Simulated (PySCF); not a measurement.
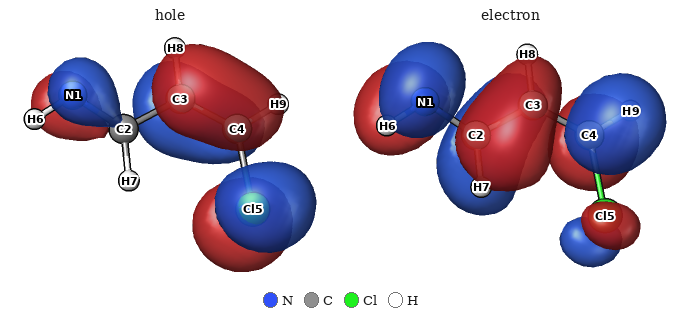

Figure. C₃H₄ClN, SMILES `N=C/C=C\Cl`. Leading natural transition orbital pair of S₂ (TDA singlet states); the surfaces enclose about 85 % of each orbital's density.

PySCF calculation, CAM-B3LYP/def2-SVPD, gas phase; geometry: GFN2-xTB. No frequency check shows the geometry to be a minimum. GFN2-xTB bond lengths at metals and heavier atoms can be off by up to 0.1 Å and shapes distorted, which carries into these values.

Input

```python
import numpy as np
from pyscf import gto, scf, dft, tdscf
from pyscf.scf import atom_ks, atom_hf
from scipy.linalg import block_diag

def solve(mol, dm0=None, hcore=None):
    mf = (dft.UKS if mol.spin else dft.RKS)(mol, xc='camb3lyp')
    mf.grids.level = 3
    mf = mf.density_fit(auxbasis='def2-universal-jkfit')
    mf.conv_tol, mf.max_cycle = 1e-8, 80
    if hcore is not None:
        mf.get_hcore = lambda *args: hcore
    mf.kernel(dm0)
    if not mf.converged:
        mf = mf.newton().run(mf.mo_coeff, mf.mo_occ, max_cycle=30)
    assert mf.converged, 'SCF not converged'
    return mf

mol = gto.M(atom='''
N      2.64647     0.26587     0.00000
C      1.38732     0.35223     0.00000
C      0.59544    -0.86074     0.00000
C     -0.73525    -0.91391     0.00000
Cl    -1.75615     0.46217     0.00000
H      3.14477     1.15265     0.00000
H      0.82134     1.29180     0.00000
H      1.15842    -1.78233     0.00000
H     -1.28023    -1.84571     0.00000
''', basis='def2-svpd', charge=0, spin=0, verbose=4)
mf = solve(mol)
td = mf.TDA()
td.nstates, td.singlet, td.conv_tol = 6, True, 1e-5
td.kernel()
td.analyze()
x, y = np.array([p[0] for p in td.xy]), np.array([p[1] + 0 * p[0] for p in td.xy])
f, mu = td.oscillator_strength(), td.transition_dipole()
nto = [td.get_nto(state=i + 1, verbose=4) for i in range(len(td.e))]
# spherically averaged free atoms, for the promolecule
atm = atom_ks.get_atm_nrks(mol, xc='camb3lyp')
pro = block_diag(*[(atm[a[0]][2] * atm[a[0]][3]) @ atm[a[0]][2].T for a in mol._atom])
np.savez('result.npz', e=td.e, f=f, ok=td.converged, w=[n[0] for n in nto], nto=[n[1] for n in nto], x=x, y=y, c=mf.mo_coeff, occ=mf.mo_occ, eps=mf.mo_energy, pro=pro, mu=mu)
```

Run with:

```sh
OMP_NUM_THREADS=1 python input.py
```

The run took 7.4 min on 1 thread of Arm Neoverse V1, on a shared host, peak memory 0.72 GiB.

> Give its energy and the atoms that hole and electron lie on.

5.97 eV (208 nm), f = 0.567 (bright); the leading pair carries 95 %; hole on Cl5 (37 %), C3 (24 %) and C4 (20 %), electron on N1 (24 %), C2 (22 %) and C4 (21 %); their centroids lie 1.2 Å apart. In canonical orbitals it is mainly HOMO → LUMO (90 %). The HOMO–LUMO gap is 8.28 eV.
